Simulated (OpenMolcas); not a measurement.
**C3H6F2 (2,2-difluoropropane) at 3 levels**

Wanted: a comparison of 3 runs (MP2/pcseg-0, MP2/pcseg-1, RI-MP2/aug-pcseg-1) of C3H6F2 (2,2-difluoropropane). 

The calculation is run with OpenMolcas 26.06.

## (1) The molecule

C3H6F2 has 11 atoms, charge 0, and is taken as a singlet. SMILES: `CC(C)(F)F`. The coordinates come from a GFN2-xTB relaxation.

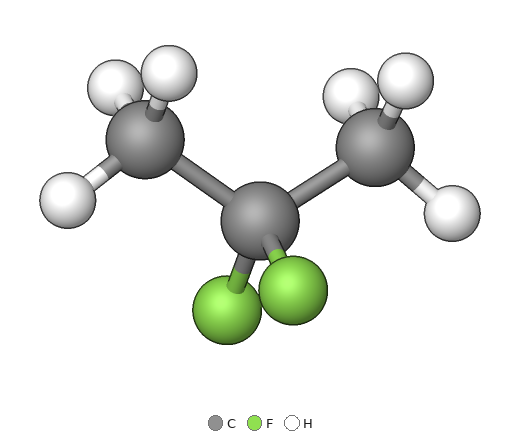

Viewed from a chosen angle; carbon grey, fluorine green, hydrogen white.

## (2) The energy at MP2/pcseg-0 (run 1)

File job.input:

```
>>> EXPORT MOLCAS_PRINT=2

&GATEWAY
 BasLib
 $CurrDir
 Coord
 11
 angstrom
 C       -1.165710       0.441910       0.394320
 C        0.150040       0.382370      -0.361030
 C        1.016620      -0.821600      -0.037360
 F       -0.098100       0.413910      -1.707330
 F        0.860960       1.528750      -0.122290
 H       -1.713730       1.332460       0.095300
 H       -0.970940       0.483980       1.461720
 H       -1.758890      -0.437770       0.163100
 H        1.276680      -0.809480       1.016960
 H        1.926880      -0.780880      -0.630780
 H        0.476200      -1.733650      -0.272610
 Basis
 pcseg-0
 Group
 NoSym

&SEWARD

&SCF
 PrOrbitals
 0

&MBPT2
 Frozen
 5
```

The basis set pcseg-0 is read from a file made from the Basis Set Exchange's data (not shown).

Started as:

```
$ export MOLCAS_MEM=1860
$ pymolcas job.input > job.log
```

What it wrote:

```text
--- Start Module: gateway ---
[...]
--- Stop Module: gateway /rc=_RC_ALL_IS_WELL_ ---
[...]
      Basis functions           57
[...]
--- Start Module: scf ---
[...]
       Convergence after  10 Iterations
[...]
::    Total SCF energy                               -315.0538033120
[...]
      Total spin, S                                     0.0000000000
[...]
      Total electronic charge=   42.000000
      Total            charge=   -0.000000
[...]
      Dipole Moment (debye):
      Origin of the operator (angstrom)=    0.1716    0.4370   -0.4118
                   X= -8.4608E-01               Y= -2.1537E+00               Z=  2.0258E+00           Total=  3.0754E+00
      Quadrupole Moment (debye*angstrom):
[...]
--- Stop Module: scf /rc=_RC_ALL_IS_WELL_ ---
--- Start Module: mbpt2 ---
[...]
WARNING!
Default frozen orbitals as non valence orbitals is overwritten by user input.
Default values:   5
[...]
       Reference weight ( Cref**2 )         =        0.86990
::    Total MBPT2 energy                             -315.5752262490
[...]
      Total MBPT2 calculations                           0.08      0.10
--- Stop Module: mbpt2 /rc=_RC_ALL_IS_WELL_ ---
[...]
```

It took 2 s on 1 thread of Arm Neoverse V2, shared host; peak memory 0.39 GiB.

## (3) A single-point energy at MP2/pcseg-1 (run 2)

File job.inp:

```
* C3H6F2 MP2

&GATEWAY
 BasLib = $CurrDir
 Coord
 11
 angstrom
 C       -1.165710       0.441910       0.394320
 C        0.150040       0.382370      -0.361030
 C        1.016620      -0.821600      -0.037360
 F       -0.098100       0.413910      -1.707330
 F        0.860960       1.528750      -0.122290
 H       -1.713730       1.332460       0.095300
 H       -0.970940       0.483980       1.461720
 H       -1.758890      -0.437770       0.163100
 H        1.276680      -0.809480       1.016960
 H        1.926880      -0.780880      -0.630780
 H        0.476200      -1.733650      -0.272610
 Basis = pcseg-1
 Group = NoSym

&SEWARD

&SCF
 PrOrbitals = 0

&MBPT2
 Frozen = 5
```

The basis set pcseg-1 is read from a file made from the Basis Set Exchange's data (not shown).

Started as:

```
$ export MOLCAS_MEM=1860
$ pymolcas job.inp > job.log
```

What it wrote:

```text
--- Start Module: gateway ---
[...]
--- Stop Module: gateway /rc=_RC_ALL_IS_WELL_ ---
[...]
      Basis functions          100
[...]
--- Start Module: scf ---
[...]
       Convergence after  11 Iterations
[...]
::    Total SCF energy                               -315.9003316151
[...]
      Total spin, S                                     0.0000000000
[...]
      Total electronic charge=   42.000000
      Total            charge=   -0.000000
[...]
      Dipole Moment (debye):
      Origin of the operator (angstrom)=    0.1716    0.4370   -0.4118
                   X= -7.6723E-01               Y= -1.9529E+00               Z=  1.8359E+00           Total=  2.7880E+00
      Quadrupole Moment (debye*angstrom):
[...]
--- Stop Module: scf /rc=_RC_ALL_IS_WELL_ ---
[...]
--- Start Module: mbpt2 ---
[...]
WARNING!
Default frozen orbitals as non valence orbitals is overwritten by user input.
Default values:   5
[...]
       Reference weight ( Cref**2 )         =        0.82335
::    Total MBPT2 energy                             -316.6918715407
[...]
      Total MBPT2 calculations                           0.43      0.48
--- Stop Module: mbpt2 /rc=_RC_ALL_IS_WELL_ ---
[...]
```

Wall time 7.8 s (1 thread of Arm Neoverse V2, shared host); peak memory 0.56 GiB.

## (4) A single-point energy at RI-MP2/aug-pcseg-1 (RICD fitting) (run 3)

File job.inp:

```
&GATEWAY
BASLIB=$CurrDir
COORD
11
angstrom
C       -1.165710       0.441910       0.394320
C        0.150040       0.382370      -0.361030
C        1.016620      -0.821600      -0.037360
F       -0.098100       0.413910      -1.707330
F        0.860960       1.528750      -0.122290
H       -1.713730       1.332460       0.095300
H       -0.970940       0.483980       1.461720
H       -1.758890      -0.437770       0.163100
H        1.276680      -0.809480       1.016960
H        1.926880      -0.780880      -0.630780
H        0.476200      -1.733650      -0.272610
BASIS=aug-pcseg-1
GROUP=NoSym
RICD
&SEWARD
&SCF
PRORBITALS=0
&MBPT2
FROZEN=5
```

The basis set aug-pcseg-1 is read from a file made from the Basis Set Exchange's data (not shown).

Started as:

```
$ export MOLCAS_MEM=1860
$ pymolcas job.inp > job.log
```

What it wrote:

```text
--- Start Module: gateway ---
[...]
--- Stop Module: gateway /rc=_RC_ALL_IS_WELL_ ---
[...]
      Basis functions          169
[...]
--- Start Module: scf ---
[...]
       Convergence after  10 Iterations
[...]
::    Total SCF energy                               -315.9245622982
[...]
      Total spin, S                                     0.0000000000
[...]
      Total electronic charge=   42.000000
      Total            charge=   -0.000000
[...]
      Dipole Moment (debye):
      Origin of the operator (angstrom)=    0.1716    0.4370   -0.4118
                   X= -7.2694E-01               Y= -1.8506E+00               Z=  1.7402E+00           Total=  2.6422E+00
      Quadrupole Moment (debye*angstrom):
[...]
--- Stop Module: scf /rc=_RC_ALL_IS_WELL_ ---
[...]
--- Start Module: mbpt2 ---
[...]
WARNING!
Default frozen orbitals as non valence orbitals is overwritten by user input.
Default values:   5
[...]
       Reference weight ( Cref**2 )         =        0.81633
::    Total MBPT2 energy                             -316.7438710917
[...]
--- Stop Module: mbpt2 /rc=_RC_ALL_IS_WELL_ ---
[...]
```

Wall time 11 s (1 thread of Arm Neoverse V2, shared host); peak memory 0.15 GiB.

## (5) All runs side by side

| run | level | integral approximation | energy (Eh) | dipole moment (D) of the reference | HOMO energy (eV) | LUMO energy (eV) | wall time |
| --- | --- | --- | --- | --- | --- | --- | --- |
| 1 | MP2/pcseg-0 | none | -315.575226 | 3.08 | -13.53 | 5.11 | 2 s |
| 2 | MP2/pcseg-1 | none | -316.691872 | 2.79 | -13.60 | 4.18 | 7.8 s |
| 3 | RI-MP2/aug-pcseg-1 (RICD fitting) | RICD | -316.743871 | 2.64 | -13.52 | 0.81 | 11 s |

## (6) Results

```
                                          quantity          value
                               run 3: total energy  -316.74387 Eh
         run 3: dipole moment (mean-field density)         2.64 D
        run 3: HOMO energy (Hartree–Fock orbitals)      -13.52 eV
        run 3: LUMO energy (Hartree–Fock orbitals)        0.81 eV
      run 3: HOMO–LUMO gap (Hartree–Fock orbitals)       14.33 eV
run 3: correlation energy (5 core orbitals frozen)     -819.3 mEh
```

All runs together took 21 s, the longest 11 s.
